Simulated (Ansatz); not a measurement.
A series of calculations on SnH₄O₃BrCl

## 1. Relaxation

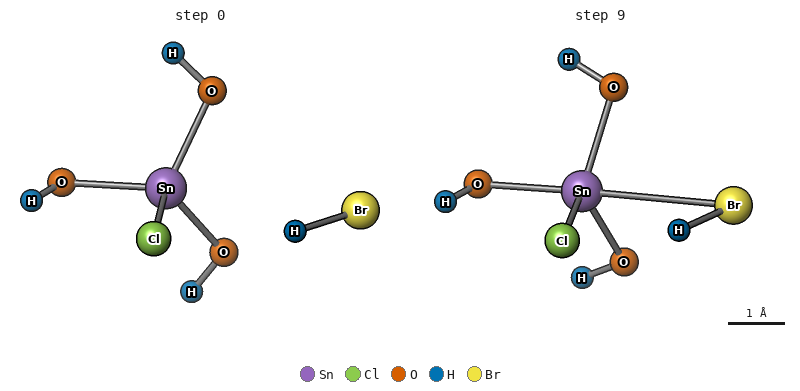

The structure of SnH$_{4}$O$_{3}$BrCl before (left) and after (right) a relaxation, at one scale.

A ball-and-stick model, seen at a tilt.

The run prepares an end point of a later path (reaction) calculation, from a guessed geometry.

Theory: Ansatz, RKS LDA/def2-SVP. Set-up: no spin polarisation; force threshold 0.03 eV/Å; at most 50 steps.

### Summarise the run.

The energy falls by 5.55 kcal/mol in 9 geometry steps. The largest force component goes from 0.96 to 0.022 eV/Å. The Br atom moves most after the best rigid fit: 0.52 Å. By element the largest moves are Br 0.52 Å, H 0.36 Å, Sn 0.32 Å, O 0.31 Å, Cl 0.20 Å. Near-neighbour distances that change, for instance: Br–Sn 3.784 → 2.951 Å, Br–Cl 3.876 → 3.362 Å, Br–H 1.507 → 1.474 Å, O–Sn 1.953 → 1.965 Å. New bonds form, among them: Br–Sn (3.78 → 2.95 Å). Among the angles between lasting bonds that change: O–Sn–O 108.4° → 120.0°, O–Sn–O 111.7° → 102.1°, O–Sn–O 111.4° → 102.1°. Groups turn about O–Sn by about 30°.

Limits of the set-up: the start holds two separate molecules, 2.6 Å apart at their closest, whose relative position is a soft coordinate and is computed without a dispersion correction.

## 2. Relaxation

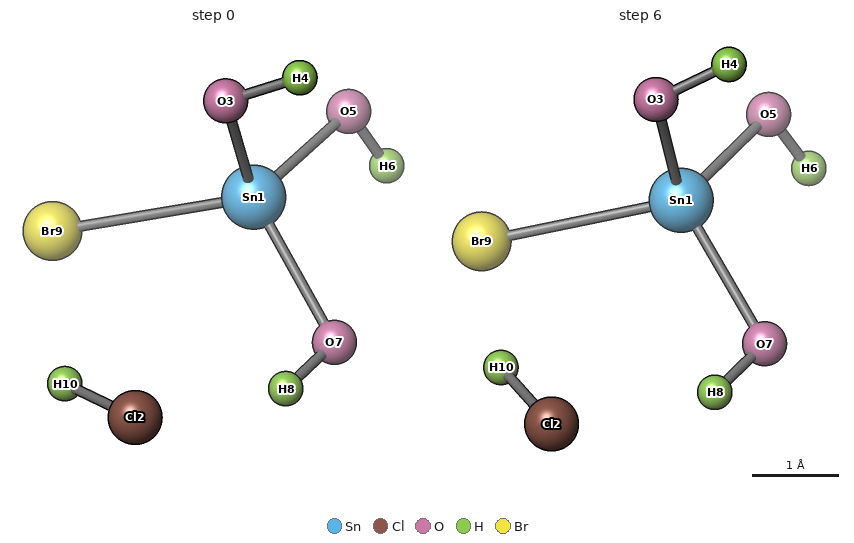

The structure of SnH4O3BrCl before (left) and after (right) a relaxation, at one scale.

A ball-and-stick model, seen from a free direction.

The run prepares an end point of a later path (reaction) calculation, from a guessed geometry.

Computed with RKS LDA/def2-SVP (Ansatz).

Input file:
```yaml
crystal:
  periodic: [false, false, false]
  atoms:
    - { symbol: Sn, position_ang: [0.106459, 0.519986, -0.336614] }
    - { symbol: Cl, position_ang: [0.637709, -0.994211, 2.899421] }
    - { symbol: O, position_ang: [1.848493, -0.292918, -0.728228] }
    - { symbol: H, position_ang: [1.712864, -1.008341, -1.384986] }
    - { symbol: O, position_ang: [-0.685573, 1.144535, -2.018467] }
    - { symbol: H, position_ang: [-1.654375, 1.229617, -1.898186] }
    - { symbol: O, position_ang: [-1.269467, -0.610745, 0.481614] }
    - { symbol: H, position_ang: [-0.905079, -0.900558, 1.355907] }
    - { symbol: Br, position_ang: [0.704917, 2.490716, 1.190869] }
    - { symbol: H, position_ang: [0.778353, 0.34242, 2.891969] }
basis:
  gaussian: { orbitals: def2-SVP }
hamiltonian:
  xc: lda
relax:
  f_tol: 0.03
  max_steps: 50
```

Run as
```bash
ansatz run input.yaml --threads 4 --pin off --max-ram 5120MiB --backend cpu --events-out ev --progress --plain --runs-dir out
```

Question: What changed between the two?

Answer: Over 6 geometry steps the energy falls by 12.5 kJ/mol. Largest force component: 0.78 eV/Å at the start, 0.022 eV/Å at the end. The atom that moves furthest after the best rigid fit is H10 (0.30 Å). Largest moves by element: H 0.30 Å, Br 0.27 Å, Cl 0.24 Å, O 0.09 Å, Sn 0.08 Å. Some distances before and after: Br9–H10 2.741 → 2.211 Å, Sn1–Cl2 3.612 → 3.550 Å, Sn1–Br9 2.564 → 2.503 Å, Cl2–H10 1.344 → 1.339 Å. The run took 9.5 s on 4 threads of Intel(R) Xeon(R) CPU @ 2.60GHz (Ice Lake), with other jobs on the host, peak memory 0.23 GiB.

## 3. Path

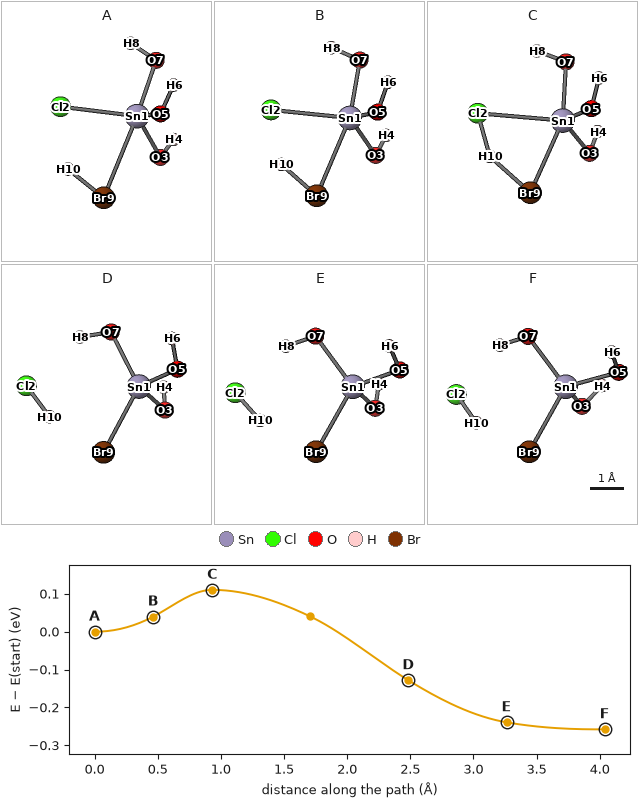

A search for the minimum-energy path of SnH4O3BrCl by the nudged elastic band. Images are numbered from 0 (start) to 6 (end). Frames A to F are images 0, 1, 2, 4, 5, 6. A ball-and-stick model, seen from a free direction.

Computed with RKS LDA/def2-SVP (Ansatz). Set-up: 5 movable images; climbing image; force threshold 0.03 eV/Å; iteration limit 60; starting path through a guess of the saddle point.

### Describe the mechanism and the energy profile.

Breaking: Br9–H10 (1.47 → 1.77 at the top → 2.21 Å), Sn1–Cl2 (2.40 → 2.65 at the top → 3.55 Å). Forming: Cl2–H10 (2.13 → 1.51 at the top → 1.34 Å). The energy climbs by 0.110 eV to image 2 and then falls by 0.368 eV, so the end point sits at −0.258 eV. The band converged in 24 iterations, with a climbing image at the top. At the top, the vibrational analysis gives one imaginary mode (106i cm⁻¹), as a transition state must have.

Cost: 120 s on 4 threads of Intel(R) Xeon(R) CPU @ 2.60GHz (Ice Lake) (shared host), peak memory 0.24 GiB.
